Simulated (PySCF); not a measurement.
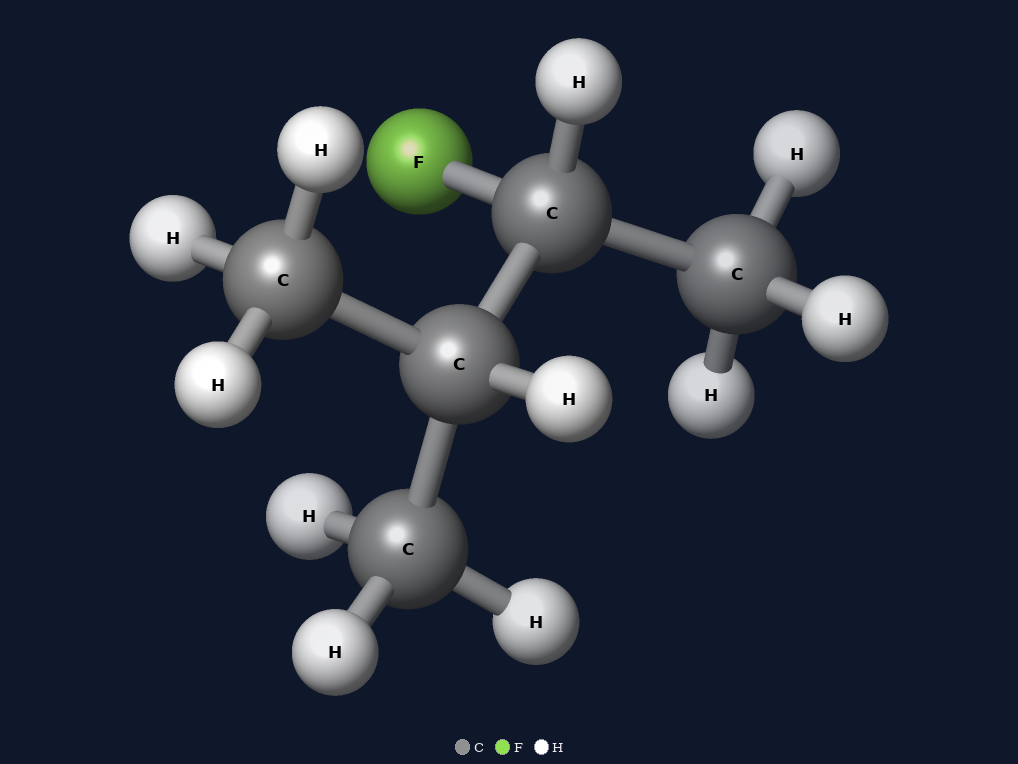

The picture shows a molecular structure as a ball-and-stick model.

Computed geometry: PBE0-D3(BJ)/def2-SVP optimisation. No frequency run is at hand to confirm it as a minimum.

Give the formula.

C5H11F, 17 atoms: 5 carbon, 11 hydrogen and 1 fluorine.

What is its SMILES?

CC(C)[C@@H](C)F

More results for the same structure follow; atom numbers are the same in all pictures, views and colours differ.

### Geometry

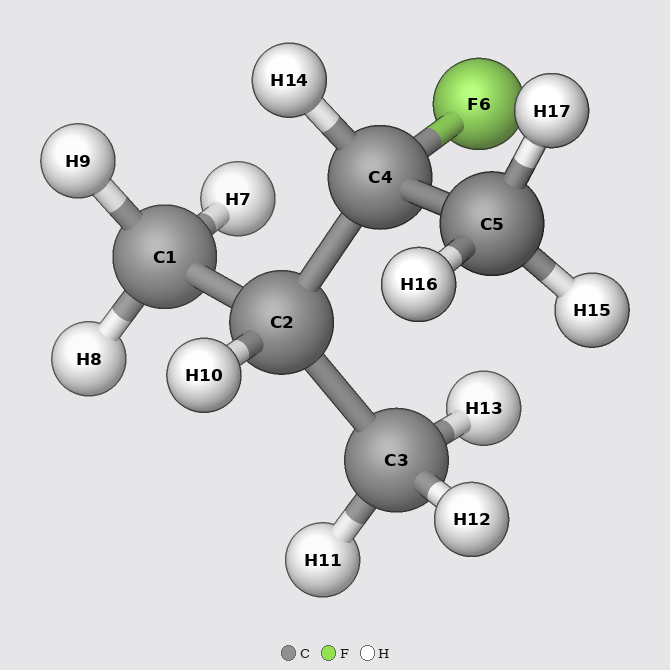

No frequency run is at hand to confirm it as a minimum.

Give these bond angles: C1–C2–C3, C2–C1–H7, C2–C1–H9, C2–C3–H11, C2–C4–C5, C2–C4–F6, C2–C4–H14, C3–C2–C4, C4–C2–H10, C4–C5–H15, C4–C5–H17, F6–C4–H14.

```csv
angle,degrees
C1–C2–C3,111.2
C2–C1–H7,110.3
C2–C1–H9,111.5
C2–C3–H11,110.7
C2–C4–C5,115.5
C2–C4–F6,108.7
C2–C4–H14,108.2
C3–C2–C4,112.3
C4–C2–H10,106.0
C4–C5–H15,111.0
C4–C5–H17,110.2
F6–C4–H14,106.4
```

### Spin–spin coupling

No frequency run is at hand to confirm it as a minimum. Method: B3LYP/pcJ-1 indirect spin-spin coupling, non-relativistic, gas phase (PySCF 2.14.0). Isotopes: 13C, 19F, 1H.

Give the spin–spin coupling constants of these pairs, with the number of bonds between them: C5/F6, F6/H14, C1/F6, F6/H10, F6/H16, F6/H15.

| pair | bonds apart | J (Hz) |
| --- | --- | --- |
| C5, F6 | 2 | 22.9 |
| F6, H14 | 2 | 55.5 |
| C1, F6 | 3 | 3.1 |
| F6, H10 | 3 | 28.1 |
| F6, H16 | 3 | 51.9 |
| F6, H15 | 3 | 11.6 |

Density functionals are unreliable for couplings to fluorine, so those rows may be far off.

### Electronic properties

No frequency run is at hand to confirm it as a minimum. Level of theory: B3LYP/pcJ-1, gas phase (PySCF 2.14.0).

Give the dipole moment at this level.

1.75 D.

What is the LUMO energy (Kohn–Sham orbital)?

1.03 eV.

What is the HOMO energy (Kohn–Sham orbital)?

−8.61 eV.

### NMR shielding

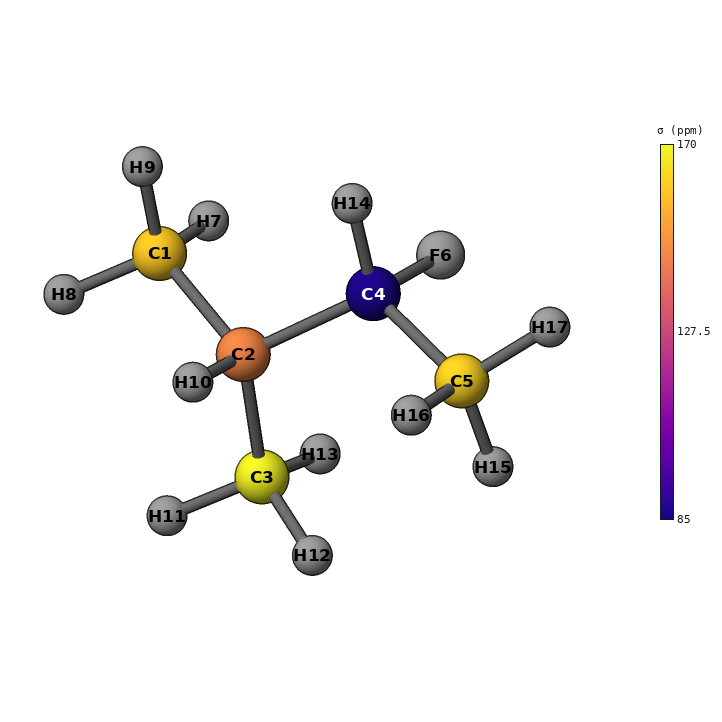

Atoms are coloured by their isotropic NMR shieldings (C only, the others grey). No frequency run is at hand to confirm it as a minimum. Level of theory: GIAO B97-2/pcSseg-2 NMR shielding, non-relativistic, gas phase (PySCF 2.14.0).

Give the isotropic NMR shieldings of the C atoms atom by atom.

```json
{"atom": "C1", "σ (ppm)": "160.7"}
{"atom": "C2", "σ (ppm)": "145.4"}
{"atom": "C3", "σ (ppm)": "168.5"}
{"atom": "C4", "σ (ppm)": "87.5"}
{"atom": "C5", "σ (ppm)": "162.5"}
```
